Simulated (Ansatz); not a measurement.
# H2Cl (doublet): one geometry, many settings at distance Cl1–H2 along a hydrogen transfer = 1.403 Å

What do other methods and options give for H2Cl (doublet) at this geometry, and how long do they take?

Program: Ansatz 0.2.0, Gaussian basis. Level of theory: the settings change from run to run. These are calculated values, not measurements.

5 further runs of the same task are left out: 1 for a mislabelled method, 3 that didn't finish, 1 set aside as unsound or not needed.

## 1. What is computed

The geometry derives from fragments relaxed apart (PBE0/def2-TZVP) and kept rigid, so it is no stationary point. A hydrogen atom is moved between rigid fragments.

3 atoms, charge 0, spin multiplicity 2.

Atoms are counted from 1 here; the program's logs count them from 0.

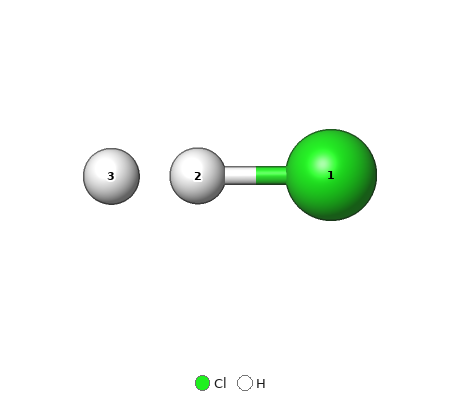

The geometry (chlorine green, hydrogen white); atoms are numbered from 1 in the order of the file.

Geometry (Å):

```xyz
3
charge 0, multiplicity 2
Cl    0.00000    0.00000   -1.23900
H     0.00000    0.00000    0.16400
H     0.00000    0.00000    1.07500
```

## 2. NEVPT4(SD)(3,2)/def2-SVP

in.yaml

```yaml
crystal:
  periodic: [false, false, false]
  atoms:
    - {symbol: Cl, position_ang: [0.000000, 0.000000, -1.239000]}
    - {symbol: H, position_ang: [0.000000, 0.000000, 0.164000]}
    - {symbol: H, position_ang: [0.000000, 0.000000, 1.075000]}
basis:
  gaussian: {orbitals: def2-SVP}
magnetization: {spin_polarized: false, initial_magnetization: 1}
correlation: {method: fic_nevpt4_sd, electrons: valence, active_space: {window: {electrons: 3, orbitals: 2}}}
```

On the command line:

```
$ ansatz run in.yaml --threads 1 --pin off --events-out ev --progress --plain --max-ram 2393MiB
```

Log:

```text
Functional definition: HF
  name "HF"
  cite "Fock, Z. Phys. 61, 126 (1930) doi:10.1007/BF01340294"
  parent pbe
  exchange = exact_x
  correlation = 0
264 factors; integrals over basis functions are off by at most 1.1e-3 eV
mean field evaluation 1: about -12527.7229 eV, gradient 9.3e0 eV
mean field evaluation 2: about -12527.7235 eV, gradient 9.3e0 eV
mean field evaluation 4: about -12528.1803 eV, gradient 9.9e-1 eV
mean field evaluation 8: about -12528.1968 eV, gradient 6.9e-3 eV
mean field evaluation 16: about -12526.0728 eV, gradient 1.4e-2 eV
mean field evaluation 32: about -12528.1968 eV, gradient 2.0e-6 eV
mean field -12528.19676491 eV, -460.4027391935 hartree, gradient 2.0e-6 eV, S^2 0.750000; 3 other end points of the search recorded, 0 dependent functions left out
reference -12528.19676491 eV, -460.4027391935 hartree; 10, 9 occupied and 18, 19 virtual orbitals, 264 factors
state -12528.19676491 eV, -460.4027391935 hartree
state -12528.19676491 eV, -460.4027391935 hartree; corrected -12533.19378754 eV, -460.5863763882 hartree
WARN: 1 active orbitals are nearly empty or full. The corrections depend on them more than the energy does, and are more stable in an active space without them
Total energy: -12533.19378754 eV, -460.5863763882 hartree
```

It took 0.45 s on 1 thread of Arm Neoverse V1, shared host.

From the report: 1 determinant; active occupations 2.00, 1.00. The report marks this result as in doubt.

## 3. CCSD on UHF/6-31++G**

in.yaml

```yaml
crystal:
  periodic: [false, false, false]
  atoms:
    - {symbol: Cl, position_ang: [0.000000, 0.000000, -1.239000]}
    - {symbol: H, position_ang: [0.000000, 0.000000, 0.164000]}
    - {symbol: H, position_ang: [0.000000, 0.000000, 1.075000]}
basis:
  gaussian: {orbitals: "6-31++G**"}
magnetization: {spin_polarized: true, initial_magnetization: 1}
correlation: {method: ccsd, electrons: valence}
accuracy: high
```

Same command.

Log, cut to the lines that bear on the results:

```text
Functional definition: HF
  name "HF"
  cite "Fock, Z. Phys. 61, 126 (1930) doi:10.1007/BF01340294"
  parent pbe
[...]
578 factors; integrals over basis functions are off by at most 3.1e-9 eV
[...]
mean field -12531.98009632 eV, -460.5417740587 hartree, gradient 1.0e-8 eV, S^2 0.781650; 1 other end points of the search recorded, 0 dependent functions left out
determinant -12531.98009632 eV, -460.5417740587 hartree, with singles and doubles -12536.53525444 eV, -460.7091730320 hartree
determinant -12529.74168603 eV, -460.4595139977 hartree, with singles and doubles -12534.27486034 eV, -460.6261050810 hartree
5 core orbitals not correlated: weight in the atoms' cores, before any rotation towards them, 1.000 or more for the frozen orbitals, at most 0.000 for the correlated occupied ones
reference -12531.98009632 eV, -460.5417740587 hartree; 5, 4 occupied and 25, 26 virtual orbitals, 578 factors
second order -3.99051442 eV of doubles, -0.00000000 eV of singles
cycle   1  -4.54829585 eV  change   -1.0e-1 eV  update   1.6e-2
[...]
cycle  19  -4.55844137 eV  change   5.4e-10 eV  update  2.8e-10
Total energy: -12536.53853770 eV, -460.7092936893 hartree
```

Wall time 0.9 s (1 thread of Arm Neoverse V1, shared host).

From the report: ⟨S²⟩ of the determinant 0.782 (pure doublet: 0.75); correlation -4.5584 eV; T1 0.013; largest double amplitude 0.07.

## 4. CASCI(9,6)/6-31G

in.yaml

```yaml
crystal:
  periodic: [false, false, false]
  atoms:
    - {symbol: Cl, position_ang: [0.000000, 0.000000, -1.239000]}
    - {symbol: H, position_ang: [0.000000, 0.000000, 0.164000]}
    - {symbol: H, position_ang: [0.000000, 0.000000, 1.075000]}
basis:
  gaussian: {orbitals: 6-31G}
magnetization: {spin_polarized: false, initial_magnetization: 1}
correlation: {active_space: {window: {electrons: 9, orbitals: 6}, fixed_orbitals: true, states: [{multiplicity: 2, weights: [1, 0.5]}], root: 0}}
```

The command is unchanged.

Log:

```text
Functional definition: HF
  name "HF"
  cite "Fock, Z. Phys. 61, 126 (1930) doi:10.1007/BF01340294"
  parent pbe
  exchange = exact_x
  correlation = 0
315 factors; integrals over basis functions are off by at most 9.5e-8 eV
mean field evaluation 1: about -12530.6426 eV, gradient 9.9e0 eV
mean field evaluation 2: about -12530.6443 eV, gradient 9.9e0 eV
mean field evaluation 4: about -12531.1497 eV, gradient 8.5e-1 eV
mean field evaluation 8: about -12531.1545 eV, gradient 6.4e-3 eV
mean field -12531.15451009 eV, -460.5114343243 hartree, gradient 8.1e-6 eV, S^2 0.750000; 0 other end points of the search recorded, 0 dependent functions left out
reference -12531.15451009 eV, -460.5114343243 hartree; 10, 9 occupied and 7, 8 virtual orbitals, 315 factors
state -12531.50117146 eV, -460.5241738945 hartree
state -12528.62441017 eV, -460.4184548672 hartree
Total energy: -12531.50117146 eV, -460.5241738945 hartree
```

Run time: 0.12 s. Hardware: 1 thread of Arm Neoverse V1, shared host.

From the report: 32 determinants; active occupations (of the averaged states) 2.00, 2.00, 1.99, 1.67, 1.32, 0.02.

## 5. BCCD/6-31G

in.yaml

```yaml
crystal:
  periodic: [false, false, false]
  atoms:
    - {symbol: Cl, position_ang: [0.000000, 0.000000, -1.239000]}
    - {symbol: H, position_ang: [0.000000, 0.000000, 0.164000]}
    - {symbol: H, position_ang: [0.000000, 0.000000, 1.075000]}
basis:
  gaussian: {orbitals: 6-31G}
magnetization: {spin_polarized: true, initial_magnetization: 1}
hamiltonian: {xc: {name: PBE}}
correlation: {method: bccd, electrons: outside_noble_gas}
scf: {lower_state_search: full}
```

The command is unchanged.

Log, cut to the lines that bear on the results:

```text
Functional definition: PBE
  name "PBE"
  cite "Perdew, Burke & Ernzerhof, Phys. Rev. Lett. 77, 3865 (1996) doi:10.1103/PhysRevLett.77.3865"
  parent pbe
[...]
204 factors; integrals over basis functions are off by at most 7.1e-4 eV
[...]
mean field -12546.39222444 eV, -461.0714099982 hartree, gradient 6.6e-7 eV, S^2 0.753417; 4 other end points of the search recorded, 0 dependent functions left out
5 core orbitals not correlated: weight in the atoms' cores, before any rotation towards them, 1.000 or more for the frozen orbitals, at most 0.000 for the correlated occupied ones
reference -12531.17640831 eV, -460.5122390690 hartree; 5, 4 occupied and 7, 8 virtual orbitals, 204 factors
second order -1.46301010 eV of doubles, -0.10955607 eV of singles
cycle   1  -1.78377769 eV  change   -2.1e-1 eV  update   3.4e-2
[...]
cycle   9  -1.87691221 eV  change    5.3e-6 eV  update   4.4e-6
Total energy: -12533.05332053 eV, -460.5812143207 hartree
```

Run time: 1.1 s. Hardware: 1 thread of Arm Neoverse V1, shared host.

From the report: ⟨S²⟩ of the determinant 0.753 (pure doublet: 0.75); correlation -1.8769 eV; largest double amplitude 0.08.

## 6. HF/def2-SVP

in.yaml

```yaml
crystal:
  periodic: [false, false, false]
  atoms:
    - {symbol: Cl, position_ang: [0.000000, 0.000000, -1.239000]}
    - {symbol: H, position_ang: [0.000000, 0.000000, 0.164000]}
    - {symbol: H, position_ang: [0.000000, 0.000000, 1.075000]}
basis:
  gaussian: {orbitals: def2-SVP}
magnetization: {spin_polarized: true, initial_magnetization: 1}
hamiltonian: {xc: hf}
output: {orbitals: {seedname: orbitals}}
```

Launched as before.

Log:

```text
Functional definition: HF
  name "HF"
  cite "Fock, Z. Phys. 61, 126 (1930) doi:10.1007/BF01340294"
  parent pbe
  exchange = exact_x
  correlation = 0
264 factors; integrals over basis functions are off by at most 1.1e-3 eV
mean field evaluation 1: about -12527.7679 eV, gradient 8.2e0 eV
mean field evaluation 2: about -12527.7687 eV, gradient 8.2e0 eV
mean field evaluation 4: about -12528.4243 eV, gradient 1.4e0 eV
mean field evaluation 8: about -12528.4513 eV, gradient 1.9e-4 eV
mean field -12528.45129630 eV, -460.4120930497 hartree, gradient 2.1e-5 eV, S^2 0.780749; 0 other end points of the search recorded, 0 dependent functions left out
reference -12528.45129630 eV, -460.4120930497 hartree; 10, 9 occupied and 18, 19 virtual orbitals, 264 factors
Total energy: -12528.45129630 eV, -460.4120930497 hartree
```

Run time: 0.09 s. Hardware: 1 thread of Arm Neoverse V1, shared host.

From the report: ⟨S²⟩ of the determinant 0.781 (pure doublet: 0.75).

## 7. CCSDT on UHF/6-31G

Edit in.yaml of step 6 so:

```diff
@@ -7,5 +7,4 @@
 basis:
-  gaussian: {orbitals: def2-SVP}
+  gaussian: {orbitals: 6-31G}
 magnetization: {spin_polarized: true, initial_magnetization: 1}
-hamiltonian: {xc: hf}
-output: {orbitals: {seedname: orbitals}}
+correlation: {method: ccsdt, electrons: outside_noble_gas}
```

Same command.

Log, cut to the lines that bear on the results:

```text
Functional definition: HF
  name "HF"
  cite "Fock, Z. Phys. 61, 126 (1930) doi:10.1007/BF01340294"
  parent pbe
[...]
315 factors; integrals over basis functions are off by at most 9.5e-8 eV
[...]
mean field -12531.40779627 eV, -460.5207424197 hartree, gradient 1.4e-6 eV, S^2 0.781025; 1 other end points of the search recorded, 0 dependent functions left out
determinant -12531.40779627 eV, -460.5207424197 hartree, with singles and doubles -12533.11496557 eV, -460.5834797343 hartree
determinant -12529.14908284 eV, -460.4377362321 hartree, with singles and doubles -12530.67003759 eV, -460.4936302881 hartree
5 core orbitals not correlated: weight in the atoms' cores, before any rotation towards them, 1.000 or more for the frozen orbitals, at most 0.000 for the correlated occupied ones
reference -12531.40779627 eV, -460.5207424197 hartree; 5, 4 occupied and 7, 8 virtual orbitals, 315 factors
second order -1.34981951 eV of doubles, -0.00000000 eV of singles
cycle   1  -1.57160061 eV  change   -2.2e-1 eV  update   4.2e-2
[...]
cycle  11  -1.72652275 eV  change   -4.1e-7 eV  update   9.9e-7
Total energy: -12533.13431902 eV, -460.5841909603 hartree
```

It took 0.87 s on 1 thread of Arm Neoverse V1, shared host.

From the report: ⟨S²⟩ of the determinant 0.781 (pure doublet: 0.75); correlation -1.7265 eV; T1 0.011; largest double amplitude 0.08.

## 8. CCSD(T) on ROHF/def2-SVPD

in.yaml

```yaml
crystal:
  periodic: [false, false, false]
  atoms:
    - {symbol: Cl, position_ang: [0.000000, 0.000000, -1.239000]}
    - {symbol: H, position_ang: [0.000000, 0.000000, 0.164000]}
    - {symbol: H, position_ang: [0.000000, 0.000000, 1.075000]}
basis:
  gaussian: {orbitals: def2-SVPD}
magnetization: {spin_polarized: false, initial_magnetization: 1}
hamiltonian: {pseudopotentials: {relativity: none}}
correlation: {method: ccsd_t, electrons: all}
output: {forces: true}
```

The command is unchanged.

Log, cut to the lines that bear on the results:

```text
Functional definition: HF
  name "HF"
  cite "Fock, Z. Phys. 61, 126 (1930) doi:10.1007/BF01340294"
  parent pbe
[...]
405 factors; integrals over basis functions are off by at most 1.1e-3 eV
[...]
mean field -12528.48079838 eV, -460.4131772312 hartree, gradient 7.5e-6 eV, S^2 0.750000; 3 other end points of the search recorded, 0 dependent functions left out
[...]
determinant -12528.48079838 eV, -460.4131772312 hartree, with singles and doubles -12534.08546256 eV, -460.6191448410 hartree
determinant -12526.24803278 eV, -460.3311246089 hartree, with singles and doubles -12531.66941632 eV, -460.5303567791 hartree
reference -12528.48079838 eV, -460.4131772312 hartree; 10, 9 occupied and 33, 34 virtual orbitals, 405 factors
second order -4.98293079 eV of doubles, -0.12099782 eV of singles
cycle   1  -5.59220431 eV  change   -1.7e-1 eV  update   1.6e-2
[...]
cycle  10  -5.60332507 eV  change   -3.4e-7 eV  update   9.2e-7
perturbative correction -0.13657900 eV, -0.0050191857 hartree
[...]
Total energy: -12534.22070245 eV, -460.6241148152 hartree
Atom 0 at     0.000000     0.000000    -1.239000 Å, force    -0.000000     0.000000    -1.144424 eV/Å
Atom 1 at     0.000000     0.000000     0.164000 Å, force    -0.000000    -0.000000     0.239819 eV/Å
Atom 2 at     0.000000     0.000000     1.075000 Å, force     0.000000     0.000000     0.904605 eV/Å
Dipole moment:    -0.000000    -0.000000     0.269611 e Å
```

It took 8 s on 1 thread of Arm Neoverse V1, shared host.

From the report: correlation -5.7399 eV; T1 0.017; largest double amplitude 0.06.

## 9. CCSDT(Q)/6-31G

in.yaml

```yaml
crystal:
  periodic: [false, false, false]
  atoms:
    - {symbol: Cl, position_ang: [0.000000, 0.000000, -1.239000]}
    - {symbol: H, position_ang: [0.000000, 0.000000, 0.164000]}
    - {symbol: H, position_ang: [0.000000, 0.000000, 1.075000]}
basis:
  gaussian: {orbitals: 6-31G}
magnetization: {spin_polarized: false, initial_magnetization: 1}
hamiltonian: {xc: {name: B3LYP}}
correlation: {method: ccsdt_q, electrons: all, diis_vectors: 1}
```

Launched as before.

Log, cut to the lines that bear on the results:

```text
Functional definition: B3LYP
  name "B3LYP"
  cite "Stephens, Devlin, Chabalowski & Frisch, J. Phys. Chem. 98, 11623 (1994) doi:10.1021/j100096a001"
  cite "Becke, Phys. Rev. A 38, 3098 (1988) doi:10.1103/PhysRevA.38.3098"
  cite "Lee, Yang & Parr, Phys. Rev. B 37, 785 (1988) doi:10.1103/PhysRevB.37.785"
  cite "Vosko, Wilk & Nusair, Can. J. Phys. 58, 1200 (1980) doi:10.1139/p80-159"
[...]
315 factors; integrals over basis functions are off by at most 9.5e-8 eV
[...]
mean field -12552.12419927 eV, -461.2820561878 hartree, gradient 2.7e-6 eV, S^2 0.750000; 0 other end points of the search recorded, 0 dependent functions left out
[...]
reference -12531.05708545 eV, -460.5078540346 hartree; 10, 9 occupied and 7, 8 virtual orbitals, 315 factors
second order -1.58733204 eV of doubles, -0.22231477 eV of singles
cycle   1  -2.01831563 eV  change   -2.1e-1 eV  update   4.0e-2
[...]
cycle  14  -2.14144344 eV  change   -1.6e-6 eV  update   2.1e-6
perturbative correction -0.00050644 eV, -0.0000186115 hartree
Total energy: -12533.19903533 eV, -460.5865692408 hartree
```

It took 8.5 s on 1 thread of Arm Neoverse V1, shared host; peak memory 0.33 GiB.

From the report: correlation -2.1419 eV; T1 0.014; largest double amplitude 0.08. The orbitals are Kohn-Sham ones, so correlation energy and T1 don't compare with those on Hartree-Fock orbitals.

## 10. The runs in one table

Where basis and cores are those of an earlier FCI/6-31G run (-12533.1350 eV), and the state is the same kind, the miss against it is given. † marks a result that the program doubts.

```csv
level,correlated,functions,energy (eV),from FCI (meV),time
"NEVPT4(SD)(3,2)/def2-SVP †",valence,28,-12533.1938,,0.45 s
CCSD on UHF/6-31++G**,valence,35,-12536.5385,,0.9 s
"CASCI(9,6)/6-31G (lowest root of an average)",,17,-12531.5012,,0.12 s
BCCD/6-31G (on PBE orbitals),outside noble gas,17,-12533.0533,81.7,1.1 s
HF/def2-SVP,,28,-12528.4513,,0.09 s
CCSDT on UHF/6-31G,outside noble gas,17,-12533.1343,0.7,0.87 s
CCSD(T) on ROHF/def2-SVPD,all,43,-12534.2207,,8 s
CCSDT(Q)/6-31G (on B3LYP orbitals),all,17,-12533.1990,,8.5 s
```

## 11. Outcome

| quantity | value |
| --- | --- |
| runs | 8 |
| quickest | HF/def2-SVP, 0.09 s |
| slowest | CCSDT(Q)/6-31G (on B3LYP orbitals), 8.5 s |

What this shows: Total energies in different bases, with other cores or another treatment of relativity can't be set against each other. CCSDT(Q)/6-31G (on B3LYP orbitals) took 95 times as long as HF/def2-SVP; the jobs differ in more than the method. Among the correlated runs with a miss given, it spans +1 to +82 meV. Cores frozen from Kohn-Sham orbitals shift the total energy.
